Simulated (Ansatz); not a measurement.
# Si2NH9 (built from SMILES N.[SiH3][SiH3]): a barrier at many levels of theory

Aim: the barrier and energy of one elementary step (Si1–N7 formed, H2–H6 formed, Si1–H2 broken, H6–N7 broken) from LDA up to coupled cluster, on fixed structures, to see where each rung fails.

Computed with Ansatz 0.2.0, Gaussian basis. Level: single points in def2-TZVPP on PBE0-D4/def2-TZVP structures.

Levels: SPW92, PBE-D4, BLYP-D4, r2SCAN-D4, B97M-V, PBE0-D4, B3LYP-D4, r2SCAN0-D4, BHLYP-D4, CAM-B3LYP-D4, wB97X-V, wB97M-V, B2PLYP, PBE-QIDH, RPA on PBE, Hartree-Fock, MP2, CCSD, CCSD(T). The reference is CCSD(T) at the basis limit, from triple and quadruple zeta. Zero-point energies come from PBE0-D4 vibrations.

Correlated methods freeze the cores. B3LYP uses VWN-RPA correlation. B2PLYP carries no dispersion term here.

22 further runs of the same task are left out: 22 set aside as unsound or not needed.

## 1. Start, saddle and end, as given

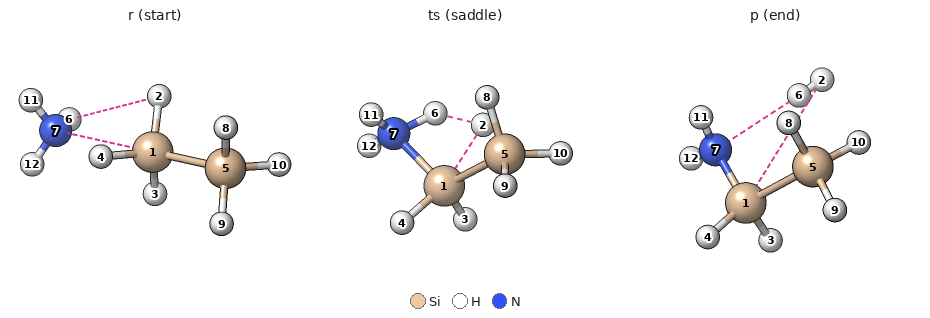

Start, saddle and end (silicon light orange, hydrogen white, nitrogen blue); broken lines mark the pairs that change.

Charge 0, multiplicity 1. The folders r, ts and p hold the start, the saddle and the end; their coordinates stand in the first inputs.

```tsv
pair	r (Å)	ts (Å)	p (Å)
Si1–N7	3.130	1.875	1.727
H2–H6	3.253	1.203	0.749
Si1–H2	1.485	1.961	4.275
H6–N7	1.013	1.176	2.724
```

## 2. wB97M-V/def2-TZVPP

r/in.yaml reads:

```yaml
crystal:
  periodic: [false, false, false]
  atoms:
    - {symbol: Si, position_ang: [0.039510, -0.275201, 0.187303]}
    - {symbol: H, position_ang: [1.378383, 0.326419, -0.036104]}
    - {symbol: H, position_ang: [-0.582897, -0.669656, -1.101658]}
    - {symbol: H, position_ang: [-0.840371, 0.659569, 0.933192]}
    - {symbol: Si, position_ang: [0.317611, -2.210683, 1.484851]}
    - {symbol: H, position_ang: [0.243170, 2.273335, -2.381396]}
    - {symbol: N, position_ang: [-0.330976, 2.303496, -1.547708]}
    - {symbol: H, position_ang: [0.943434, -1.891968, 2.799222]}
    - {symbol: H, position_ang: [-0.991590, -2.870173, 1.753060]}
    - {symbol: H, position_ang: [1.191604, -3.200070, 0.793456]}
    - {symbol: H, position_ang: [-0.076133, 3.139944, -1.036683]}
    - {symbol: H, position_ang: [-1.291845, 2.414989, -1.847536]}
basis:
  gaussian: {orbitals: def2-TZVPP}
hamiltonian: {xc: {name: wB97M-V}}
```

ts/in.yaml reads:

```yaml
crystal:
  periodic: [false, false, false]
  atoms:
    - {symbol: Si, position_ang: [-0.689564, -0.176253, -0.451569]}
    - {symbol: H, position_ang: [1.208052, -0.152844, -0.946153]}
    - {symbol: H, position_ang: [-0.902153, -0.860431, -1.748648]}
    - {symbol: H, position_ang: [-2.093009, 0.187770, -0.010268]}
    - {symbol: Si, position_ang: [0.392202, -1.299858, 1.259284]}
    - {symbol: H, position_ang: [0.872540, 1.001819, -0.924081]}
    - {symbol: N, position_ang: [-0.120466, 1.592341, -0.706240]}
    - {symbol: H, position_ang: [1.285457, -0.302418, 1.915016]}
    - {symbol: H, position_ang: [-0.493963, -1.864161, 2.322492]}
    - {symbol: H, position_ang: [1.210991, -2.395855, 0.684041]}
    - {symbol: H, position_ang: [-0.144792, 2.196923, 0.108733]}
    - {symbol: H, position_ang: [-0.525394, 2.072967, -1.502607]}
basis:
  gaussian: {orbitals: def2-TZVPP}
hamiltonian: {xc: {name: wB97M-V}}
```

p/in.yaml reads:

```yaml
crystal:
  periodic: [false, false, false]
  atoms:
    - {symbol: Si, position_ang: [-1.200179, 0.009050, -0.161497]}
    - {symbol: H, position_ang: [2.740978, 0.192382, -1.808353]}
    - {symbol: H, position_ang: [-1.468656, -0.815611, -1.370844]}
    - {symbol: H, position_ang: [-2.530342, 0.293437, 0.463987]}
    - {symbol: Si, position_ang: [0.099931, -1.174144, 1.384424]}
    - {symbol: H, position_ang: [2.073180, 0.450004, -1.589244]}
    - {symbol: N, position_ang: [-0.311901, 1.398185, -0.675603]}
    - {symbol: H, position_ang: [0.536765, -0.265217, 2.482163]}
    - {symbol: H, position_ang: [-0.695733, -2.278556, 1.986990]}
    - {symbol: H, position_ang: [1.313397, -1.749013, 0.745363]}
    - {symbol: H, position_ang: [0.077463, 2.018105, 0.017160]}
    - {symbol: H, position_ang: [-0.635001, 1.921380, -1.474546]}
basis:
  gaussian: {orbitals: def2-TZVPP}
hamiltonian: {xc: {name: wB97M-V}}
```

The command line of these runs was not kept.

The runs that follow: CCSD(T)/def2-TZVPP; MP2/def2-QZVPP; Vibrations of the start structure; Vibrations of the end structure.

Q: Predict the outcome of this session. Wanted: barrier, CCSD(T)/CBS; reverse barrier, CCSD(T)/CBS; step energy, CCSD(T)/CBS; barrier with zero-point energy; step energy with zero-point energy; imaginary mode at the saddle; largest T1 diagnostic.

As calculated:

```
                          quantity         value
              barrier, CCSD(T)/CBS  184.7 kJ/mol
      reverse barrier, CCSD(T)/CBS  196.6 kJ/mol
          step energy, CCSD(T)/CBS  -11.9 kJ/mol
    barrier with zero-point energy  176.5 kJ/mol
step energy with zero-point energy  -26.1 kJ/mol
      imaginary mode at the saddle    1232i cm⁻¹
             largest T1 diagnostic         0.013
```

**Reading.** The functionals run from wB97X-V, off by -1.1 kJ/mol, to SPW92, off by -67.6 kJ/mol, against CCSD(T)/CBS. By rung, the mean size of the error is: LDA 67.6, GGA 25.7, meta-GGA 19.6, hybrid 13.0, range-separated hybrid 3.7, double hybrid 5.5 kJ/mol. PBE-D4 gives a barrier 34.5 kJ/mol too low, outside chemical accuracy (1 kcal/mol, 4.2 kJ/mol). Every functional without exact exchange puts the barrier too low, the usual mark of self-interaction error, which favours the spread-out density of a saddle. The barrier rises with the share of exact exchange, from BLYP-D4 through B3LYP-D4 to BHLYP-D4 (-16.9, -7.5, +8.5 kJ/mol). Hartree-Fock, with no correlation, is off by +58.4 kJ/mol. Zero-point motion lowers the barrier by 8.1 kJ/mol.
